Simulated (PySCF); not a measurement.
BClH, SMILES Cl[BH] (connectivity only; charge and spin as stated), charge +1, multiplicity 1.

Geometry: TPSSh-D3(BJ)/def2-TZVPD. The multiplicity is an assumed one; other spin states were not compared. The isomer is the one that the SMILES or the coordinates give; other isomers of the formula were not compared.

Lowest vertical singlet excitation by several levels in PySCF, with rough processor times relative to the cheapest run on one machine. Each run also gave further roots (ADC and EOM-CCSD ionised and attached states too); roots are paired by order and the bases differ. EOM-CCSD serves as a yardstick, not as the true value; all levels that ended soundly for this molecule are listed, with differences from unrounded values.

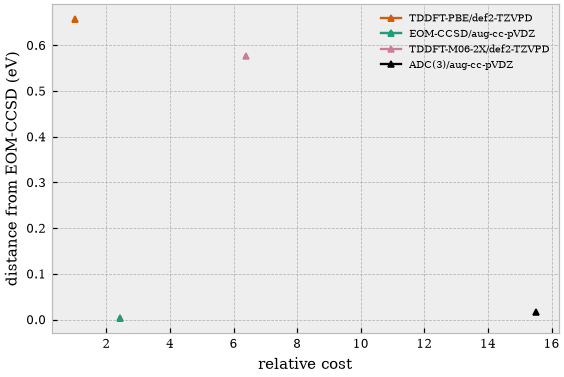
*Cost against distance from EOM-CCSD for the lowest singlet.*

| level | relative cost | S1 (eV) | S1 minus EOM-CCSD (eV) |
|---|---|---|---|
| TDDFT-PBE/def2-TZVPD | 1 | 6.85 | -0.66 |
| EOM-CCSD/aug-cc-pVDZ | 2 | 7.51 | 0.00 |
| TDDFT-M06-2X/def2-TZVPD | 6 | 6.93 | -0.58 |
| ADC(3)/aug-cc-pVDZ | 20 | 7.49 | -0.02 |

Problem. Which is the cheapest level here that lands within 0.5 eV of EOM-CCSD?

Solution. No cheaper level does; only EOM-CCSD itself.
